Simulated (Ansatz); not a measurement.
# AlGaHO (quartet): wave-function methods side by side, cc-pVDZ

How much of the correlation energy of AlGaHO (quartet) does each wave-function method recover here?

The runs use Ansatz 0.2.0, Gaussian basis; cc-pVDZ, core rule «outside noble gas», up to 20 orbitals frozen.

The runs, in order: UHF; CCSD(T) on ROHF; CCSD(T) on UHF; BCCD(T) on ROHF; CISD as a restricted active space (open shells left free, so some higher excitations enter); CCSDT(Q) on ROHF; CCSDT(Q) on UHF.

26 further runs of the same task are left out: 5 for a known fault of the program, 13 that didn't finish, 8 set aside as unsound or not needed. Runs told in other sessions of the task aren't counted.

### Step 1. The system

The geometry is a PBE0/def2-TZVP stationary point (not a proven minimum). No spin-orbit coupling is included. The filled d shell of Ga may be among the frozen orbitals whatever the setting's name suggests.

4 atoms, charge 0, spin multiplicity 4.

Atoms are counted from 1 here; the program's logs count them from 0.

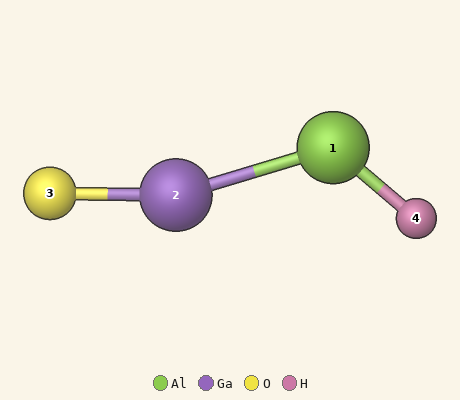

The geometry (aluminium green, gallium purple, oxygen yellow, hydrogen pink); atoms are numbered from 1 in the order of the file.

In the tables R marks a restricted open-shell determinant and U an unrestricted one; energies count from the table's Hartree-Fock row.

### Step 2. UHF

Input file in.yaml:

```yaml
crystal:
  periodic: [false, false, false]
  atoms:
    - {symbol: Al, position_ang: [0.000000, -0.205088, 2.032524]}
    - {symbol: Ga, position_ang: [0.000000, 0.111802, -0.338783]}
    - {symbol: O, position_ang: [0.000000, -0.204871, -2.144071]}
    - {symbol: H, position_ang: [0.000000, 1.008195, 3.059873]}
basis:
  gaussian: {orbitals: cc-pVDZ}
magnetization: {spin_polarized: true, initial_magnetization: 3}
hamiltonian: {xc: hf}
output: {orbitals: {seedname: orbitals}}
```

Started as:

```
> ansatz run in.yaml --threads 1 --pin off --events-out ev --progress --plain --max-ram 2393MiB
```

The log of the run:

```text
Functional definition: HF
  name "HF"
  cite "Fock, Z. Phys. 61, 126 (1930) doi:10.1007/BF01340294"
  parent pbe
  exchange = exact_x
  correlation = 0
675 factors; integrals over basis functions are off by at most 1.1e-3 eV
mean field evaluation 1: about -60958.5683 eV, gradient 3.0e1 eV
mean field evaluation 2: about -60958.5771 eV, gradient 3.0e1 eV
mean field evaluation 4: about -60965.0590 eV, gradient 5.3e0 eV
mean field evaluation 8: about -60966.1125 eV, gradient 1.3e0 eV
mean field evaluation 16: about -60967.1359 eV, gradient 4.7e-4 eV
mean field evaluation 32: about -60967.1991 eV, gradient 9.5e-3 eV
mean field evaluation 64: about -60963.4078 eV, gradient 1.1e1 eV
mean field evaluation 96: about -60965.2785 eV, gradient 3.5e0 eV
mean field evaluation 128: about -60965.4372 eV, gradient 2.5e0 eV
mean field evaluation 160: about -60967.1346 eV, gradient 9.7e-2 eV
mean field evaluation 192: about -60965.4309 eV, gradient 1.5e0 eV
mean field evaluation 224: about -60963.6217 eV, gradient 1.0e1 eV
mean field evaluation 256: about -60961.6803 eV, gradient 3.7e0 eV
mean field evaluation 288: about -60965.7034 eV, gradient 2.8e0 eV
mean field evaluation 320: about -60965.8213 eV, gradient 6.1e-6 eV
mean field evaluation 352: about -60960.3101 eV, gradient 9.2e0 eV
mean field -60967.19910838 eV, -2240.5032421810 hartree, gradient 4.8e-6 eV, S^2 3.788024; 6 other end points of the search recorded, 0 dependent functions left out
reference -60967.19910838 eV, -2240.5032421810 hartree; 28, 25 occupied and 36, 39 virtual orbitals, 675 factors
Total energy: -60967.19910838 eV, -2240.5032421810 hartree
```

It took 9.5 s on 1 thread of Arm Neoverse V2, shared host.

From the report: ⟨S²⟩ of the determinant 3.788 (pure quartet: 3.75).

### Step 3. CCSD(T) on ROHF

Edit in.yaml of step 2 so:

```diff
@@ -9,4 +9,3 @@
   gaussian: {orbitals: cc-pVDZ}
-magnetization: {spin_polarized: true, initial_magnetization: 3}
-hamiltonian: {xc: hf}
-output: {orbitals: {seedname: orbitals}}
+magnetization: {spin_polarized: false, initial_magnetization: 3}
+correlation: {method: ccsd_t, electrons: outside_noble_gas}
```

Launched as before.

The log of the run, cut to the lines that bear on the results:

```text
Functional definition: HF
  name "HF"
  cite "Fock, Z. Phys. 61, 126 (1930) doi:10.1007/BF01340294"
  parent pbe
[...]
675 factors; integrals over basis functions are off by at most 1.1e-3 eV
[...]
mean field -60966.99677753 eV, -2240.4958066597 hartree, gradient 1.6e-6 eV, S^2 3.750000; 18 other end points of the search recorded, 0 dependent functions left out
[...]
determinant -60966.99677753 eV, -2240.4958066597 hartree, with singles and doubles -60974.40113249 eV, -2240.7679116855 hartree
determinant -60966.92524395 eV, -2240.4931778491 hartree, with singles and doubles -60974.33295876 eV, -2240.7654063470 hartree
determinant -60965.74243694 eV, -2240.4497104932 hartree, with singles and doubles -60972.93473789 eV, -2240.7140226780 hartree
determinant -60965.53444016 eV, -2240.4420667525 hartree, with singles and doubles -60972.69499532 eV, -2240.7052123008 hartree
[...]
determinant -60963.66309353 eV, -2240.3732960323 hartree, with singles and doubles -60971.35174480 eV, -2240.6558487549 hartree
determinant -60963.57985021 eV, -2240.3702368968 hartree, with singles and doubles -60971.35034609 eV, -2240.6557973531 hartree
determinant -60966.99677753 eV, -2240.4958066597 hartree, with singles and doubles -60974.40361325 eV, -2240.7680028518 hartree
determinant -60966.92524395 eV, -2240.4931778491 hartree, with singles and doubles -60974.33614652 eV, -2240.7655234951 hartree
20 core orbitals not correlated, not the lowest: weight in the atoms' cores, before any rotation towards them, 0.755 or more for the frozen orbitals, at most 0.243 for the correlated occupied ones
reference -60966.99677753 eV, -2240.4958066597 hartree; 8, 5 occupied and 36, 39 virtual orbitals, 675 factors
second order -6.36734988 eV of doubles, -0.11008317 eV of singles
cycle   1  -7.40683912 eV  change   -3.4e-6 eV  update   3.2e-6
perturbative correction -0.21001729 eV, -0.0077179931 hartree
Total energy: -60974.61363394 eV, -2240.7757209698 hartree
```

It took 33 s on 1 thread of Arm Neoverse V2, shared host.

From the report: correlation -7.6169 eV; T1 0.031; largest double amplitude 0.06.

### Step 4. CCSD(T) on UHF

Edit in.yaml of step 3 so:

```diff
@@ -9,3 +9,3 @@
   gaussian: {orbitals: cc-pVDZ}
-magnetization: {spin_polarized: false, initial_magnetization: 3}
+magnetization: {spin_polarized: true, initial_magnetization: 3}
 correlation: {method: ccsd_t, electrons: outside_noble_gas}
```

Launched as before.

The log of the run, cut to the lines that bear on the results:

```text
Functional definition: HF
  name "HF"
  cite "Fock, Z. Phys. 61, 126 (1930) doi:10.1007/BF01340294"
  parent pbe
[...]
675 factors; integrals over basis functions are off by at most 1.1e-3 eV
[...]
mean field -60967.19910838 eV, -2240.5032421810 hartree, gradient 1.0e-6 eV, S^2 3.788024; 23 other end points of the search recorded, 0 dependent functions left out
determinant -60967.19910838 eV, -2240.5032421810 hartree, with singles and doubles -60974.40665747 eV, -2240.7681147248 hartree
determinant -60967.13587785 eV, -2240.5009185021 hartree, with singles and doubles -60974.34035758 eV, -2240.7656782487 hartree
determinant -60965.94043844 eV, -2240.4569869139 hartree, with singles and doubles -60972.94678555 eV, -2240.7144654213 hartree
determinant -60965.82128043 eV, -2240.4526079379 hartree, with singles and doubles -60973.30288118 eV, -2240.7275516944 hartree
[...]
determinant -60963.90420702 eV, -2240.3821567894 hartree, with singles and doubles -60971.36883432 eV, -2240.6564767832 hartree
determinant -60963.78986009 eV, -2240.3779546175 hartree, with singles and doubles -60971.33458860 eV, -2240.6552182762 hartree
determinant -60967.19910838 eV, -2240.5032421810 hartree, with singles and doubles -60974.40940577 eV, -2240.7682157229 hartree
determinant -60967.13587785 eV, -2240.5009185021 hartree, with singles and doubles -60974.34270553 eV, -2240.7657645343 hartree
20 core orbitals not correlated, not the lowest: weight in the atoms' cores, before any rotation towards them, 0.798 or more for the frozen orbitals, at most 0.199 for the correlated occupied ones
reference -60967.19910838 eV, -2240.5032421810 hartree; 8, 5 occupied and 36, 39 virtual orbitals, 675 factors
second order -6.26863578 eV of doubles, -0.00000000 eV of singles
cycle   1  -7.21030277 eV  change   -5.4e-6 eV  update   5.3e-6
perturbative correction -0.20561773 eV, -0.0075563123 hartree
Total energy: -60974.61502887 eV, -2240.7757722326 hartree
```

It took 39 s on 1 thread of Arm Neoverse V2, shared host.

From the report: ⟨S²⟩ of the determinant 3.788 (pure quartet: 3.75); correlation -7.4159 eV; T1 0.024; largest double amplitude 0.07.

### Step 5. BCCD(T) on ROHF

Edit in.yaml of step 4 so:

```diff
@@ -9,3 +9,3 @@
   gaussian: {orbitals: cc-pVDZ}
-magnetization: {spin_polarized: true, initial_magnetization: 3}
-correlation: {method: ccsd_t, electrons: outside_noble_gas}
+magnetization: {spin_polarized: false, initial_magnetization: 3}
+correlation: {method: bccd_t, electrons: outside_noble_gas}
```

The command is unchanged.

The log of the run, cut to the lines that bear on the results:

```text
Functional definition: HF
  name "HF"
  cite "Fock, Z. Phys. 61, 126 (1930) doi:10.1007/BF01340294"
  parent pbe
[...]
675 factors; integrals over basis functions are off by at most 1.1e-3 eV
[...]
mean field -60966.99677753 eV, -2240.4958066597 hartree, gradient 1.6e-6 eV, S^2 3.750000; 18 other end points of the search recorded, 0 dependent functions left out
[...]
determinant -60966.99677753 eV, -2240.4958066597 hartree, with singles and doubles -60974.40113249 eV, -2240.7679116855 hartree
determinant -60966.92524395 eV, -2240.4931778491 hartree, with singles and doubles -60974.33295876 eV, -2240.7654063470 hartree
determinant -60965.74243694 eV, -2240.4497104932 hartree, with singles and doubles -60972.93473789 eV, -2240.7140226780 hartree
determinant -60965.53444016 eV, -2240.4420667525 hartree, with singles and doubles -60972.69499532 eV, -2240.7052123008 hartree
[...]
determinant -60963.57985021 eV, -2240.3702368968 hartree, with singles and doubles -60971.35034609 eV, -2240.6557973531 hartree
determinant -60966.99677753 eV, -2240.4958066597 hartree, with singles and doubles -60974.40361325 eV, -2240.7680028518 hartree
determinant -60966.92524395 eV, -2240.4931778491 hartree, with singles and doubles -60974.33614652 eV, -2240.7655234951 hartree
20 core orbitals not correlated, not the lowest: weight in the atoms' cores, before any rotation towards them, 0.755 or more for the frozen orbitals, at most 0.243 for the correlated occupied ones
reference -60966.99677753 eV, -2240.4958066597 hartree; 8, 5 occupied and 36, 39 virtual orbitals, 675 factors
second order -6.36734988 eV of doubles, -0.11008317 eV of singles
cycle   1  -7.38687825 eV  change    2.0e-2 eV  update   1.4e-2
[...]
cycle  10  -7.38518004 eV  change    1.7e-6 eV  update   1.5e-5
perturbative correction -0.23245465 eV, -0.0085425510 hartree
Total energy: -60974.61441223 eV, -2240.7757495713 hartree
```

Wall time 35 s (1 thread of Arm Neoverse V2, shared host).

From the report: correlation -7.6176 eV; largest double amplitude 0.07.

### Step 6. CISD as a restricted active space (open shells left free, so some higher excitations enter)

Edit in.yaml of step 5 so:

```diff
@@ -10,2 +10,2 @@
 magnetization: {spin_polarized: false, initial_magnetization: 3}
-correlation: {method: bccd_t, electrons: outside_noble_gas}
+correlation: {active_space: {ras: {orbitals: [5, 3, 36], electrons: 13, max_holes: 2, max_particles: 2}, fixed_orbitals: true}}
```

Launched as before.

The log of the run, cut to the lines that bear on the results:

```text
Functional definition: HF
  name "HF"
  cite "Fock, Z. Phys. 61, 126 (1930) doi:10.1007/BF01340294"
  parent pbe
[...]
675 factors; integrals over basis functions are off by at most 1.1e-3 eV
[...]
mean field -60966.99677753 eV, -2240.4958066597 hartree, gradient 1.6e-6 eV, S^2 3.750000; 11 other end points of the search recorded, 0 dependent functions left out
reference -60966.99677753 eV, -2240.4958066597 hartree; 28, 25 occupied and 36, 39 virtual orbitals, 675 factors
state -60973.08107413 eV, -2240.7194004356 hartree
Total energy: -60973.08107413 eV, -2240.7194004356 hartree
```

It took 19 s on 1 thread of Arm Neoverse V2, shared host.

From the report: 219,203 determinants.

### Step 7. CCSDT(Q) on ROHF

Edit in.yaml of step 6 so:

```diff
@@ -10,2 +10,2 @@
 magnetization: {spin_polarized: false, initial_magnetization: 3}
-correlation: {active_space: {ras: {orbitals: [5, 3, 36], electrons: 13, max_holes: 2, max_particles: 2}, fixed_orbitals: true}}
+correlation: {method: ccsdt_q, electrons: outside_noble_gas}
```

Same command.

The log of the run, cut to the lines that bear on the results:

```text
Functional definition: HF
  name "HF"
  cite "Fock, Z. Phys. 61, 126 (1930) doi:10.1007/BF01340294"
  parent pbe
[...]
1206 factors; integrals over basis functions are off by at most 1.6e-7 eV
[...]
mean field -60966.99704075 eV, -2240.4958163328 hartree, gradient 1.6e-6 eV, S^2 3.750000; 18 other end points of the search recorded, 0 dependent functions left out
[...]
determinant -60966.99704075 eV, -2240.4958163328 hartree, with singles and doubles -60974.40139731 eV, -2240.7679214173 hartree
determinant -60966.92550987 eV, -2240.4931876213 hartree, with singles and doubles -60974.33322434 eV, -2240.7654161069 hartree
determinant -60965.74271143 eV, -2240.4497205803 hartree, with singles and doubles -60972.93501748 eV, -2240.7140329525 hartree
determinant -60965.53472009 eV, -2240.4420770396 hartree, with singles and doubles -60972.69527927 eV, -2240.7052227358 hartree
[...]
determinant -60963.58013790 eV, -2240.3702474690 hartree, with singles and doubles -60971.35063187 eV, -2240.6558078556 hartree
determinant -60966.99704075 eV, -2240.4958163328 hartree, with singles and doubles -60974.40387793 eV, -2240.7680125787 hartree
determinant -60966.92550987 eV, -2240.4931876213 hartree, with singles and doubles -60974.33641190 eV, -2240.7655332477 hartree
20 core orbitals not correlated, not the lowest: weight in the atoms' cores, before any rotation towards them, 0.755 or more for the frozen orbitals, at most 0.243 for the correlated occupied ones
reference -60966.99704075 eV, -2240.4958163328 hartree; 8, 5 occupied and 36, 39 virtual orbitals, 1206 factors
second order -6.36737356 eV of doubles, -0.11008281 eV of singles
cycle   1  -7.03952196 eV  change   -5.6e-1 eV  update   1.0e-1
[...]
cycle  33  -7.66499002 eV  change   -5.7e-8 eV  update   1.6e-6
perturbative correction -0.01865811 eV, -0.0006856728 hartree
Total energy: -60974.68068888 eV, -2240.7781851935 hartree
```

Run time: 1.9 min. Hardware: 1 thread of Arm Neoverse V2, shared host; peak memory 0.83 GiB.

From the report: correlation -7.6836 eV; T1 0.032; largest double amplitude 0.08.

### Step 8. CCSDT(Q) on UHF

Edit in.yaml of step 7 so:

```diff
@@ -9,3 +9,3 @@
   gaussian: {orbitals: cc-pVDZ}
-magnetization: {spin_polarized: false, initial_magnetization: 3}
+magnetization: {spin_polarized: true, initial_magnetization: 3}
 correlation: {method: ccsdt_q, electrons: outside_noble_gas}
```

The command is unchanged.

The log of the run, cut to the lines that bear on the results:

```text
Functional definition: HF
  name "HF"
  cite "Fock, Z. Phys. 61, 126 (1930) doi:10.1007/BF01340294"
  parent pbe
[...]
1206 factors; integrals over basis functions are off by at most 1.6e-7 eV
[...]
mean field -60967.19937103 eV, -2240.5032518334 hartree, gradient 1.0e-6 eV, S^2 3.788024; 23 other end points of the search recorded, 0 dependent functions left out
determinant -60967.19937103 eV, -2240.5032518334 hartree, with singles and doubles -60974.40692250 eV, -2240.7681244645 hartree
determinant -60967.13614290 eV, -2240.5009282425 hartree, with singles and doubles -60974.34062336 eV, -2240.7656880158 hartree
determinant -60965.94071283 eV, -2240.4569969977 hartree, with singles and doubles -60972.94706554 eV, -2240.7144757107 hartree
determinant -60965.82156883 eV, -2240.4526185366 hartree, with singles and doubles -60973.30316665 eV, -2240.7275621849 hartree
[...]
determinant -60963.79014789 eV, -2240.3779651936 hartree, with singles and doubles -60971.33487477 eV, -2240.6552287928 hartree
determinant -60967.19937103 eV, -2240.5032518334 hartree, with singles and doubles -60974.40967106 eV, -2240.7682254723 hartree
determinant -60967.13614290 eV, -2240.5009282425 hartree, with singles and doubles -60974.34297113 eV, -2240.7657742948 hartree
20 core orbitals not correlated, not the lowest: weight in the atoms' cores, before any rotation towards them, 0.798 or more for the frozen orbitals, at most 0.199 for the correlated occupied ones
reference -60967.19937103 eV, -2240.5032518334 hartree; 8, 5 occupied and 36, 39 virtual orbitals, 1206 factors
second order -6.26865953 eV of doubles, -0.00000000 eV of singles
cycle   1  -6.83460664 eV  change   -5.7e-1 eV  update   1.0e-1
[...]
cycle  34  -7.46528510 eV  change    2.6e-7 eV  update   1.3e-6
perturbative correction -0.02166656 eV, -0.0007962313 hartree
Total energy: -60974.68632269 eV, -2240.7783922319 hartree
```

Wall time 2 min (1 thread of Arm Neoverse V2, shared host); peak memory 0.65 GiB.

From the report: ⟨S²⟩ of the determinant 3.788 (pure quartet: 3.75); correlation -7.4870 eV; T1 0.026; largest double amplitude 0.08.

### Step 9. Misses and costs

The yardstick is UCCSDT(Q), where the cluster series has nearly closed. Rows without a time are mean-field rows or come out of runs for another level: lower rungs of the coupled-cluster runs, or the Hartree-Fock search.

Differences are taken before rounding.

```
   method  energy from the lowest ROHF (kJ/mol)  from UCCSDT(Q) (kJ/mol)     time
      ROHF                                  0.0                   +741.9         
      UHF                                -19.5                   +722.4         
     RMP2                               -625.0                   +117.0         
     UMP2                               -624.4                   +117.6         
    RCCSD                               -714.7                    +27.3         
    UCCSD                               -715.2                    +26.7         
 RCCSD(T)                               -734.9                     +7.0     33 s
 UCCSD(T)                               -735.0                     +6.9     39 s
  BCCD(T)                               -735.0                     +6.9     35 s
   RCCSDT                               -739.6                     +2.3         
   UCCSDT                               -739.8                     +2.1         
RCCSDT(Q)                               -741.4                     +0.5  1.9 min
UCCSDT(Q)                               -741.9                        0    2 min
```

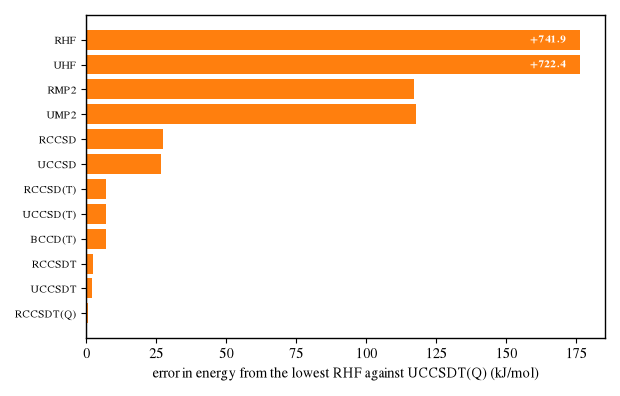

Error of each method against UCCSDT(Q). Bars with a number in them are cut short.

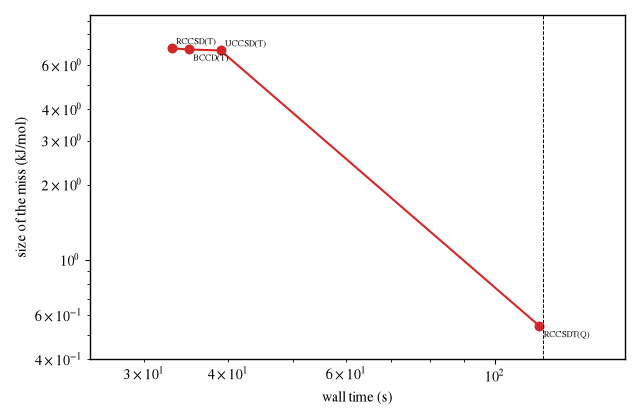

Miss against cost. Red marks the levels that no quicker level drawn beats (of those quicker than the yardstick), and the dashed line is the time of UCCSDT(Q). Times are from a shared host.

Not comparable, so not listed: CISD as a restricted active space (open shells left free, so some higher excitations enter) (they don't share determinant, frozen orbitals or solution with the rows shown, or repeat one).

With the free atoms at the same levels and basis (separate runs), the atomisation energy is 5.738 eV at UCCSDT(Q), 5.692 eV at RCCSD(T), 5.688 eV at UCCSD(T), 4.069 eV at ROHF.

### Step 10. Outcome

```
                         quantity                      value
    UCCSDT(Q) from the ROHF energy                 -7.6895 eV
              RMP2 from UCCSDT(Q)              +117.0 kJ/mol
              UMP2 from UCCSDT(Q)              +117.6 kJ/mol
             RCCSD from UCCSDT(Q)               +27.3 kJ/mol
          RCCSD(T) from UCCSDT(Q)                +7.0 kJ/mol
          UCCSD(T) from UCCSDT(Q)                +6.9 kJ/mol
         RCCSDT(Q) from UCCSDT(Q)                +0.5 kJ/mol
levels within 1 kcal/mol (43 meV)  RCCSDT, UCCSDT, RCCSDT(Q)
                    T1 diagnostic                      0.031
```

What this shows: RCCSD(T) lands +7.0 kJ/mol from the yardstick (0.9 % of the correlation energy). These misses are within one basis, not against nature; the frozen cores of restricted and unrestricted runs differ, which can shift their rows.

RCCSDT(Q) reaches 0.5 kJ/mol from the reference in 1.9 min, where UCCSDT(Q) took 2 min; the quickest level in the cost chart, RCCSD(T), takes 33 s and misses by 7.0 kJ/mol.
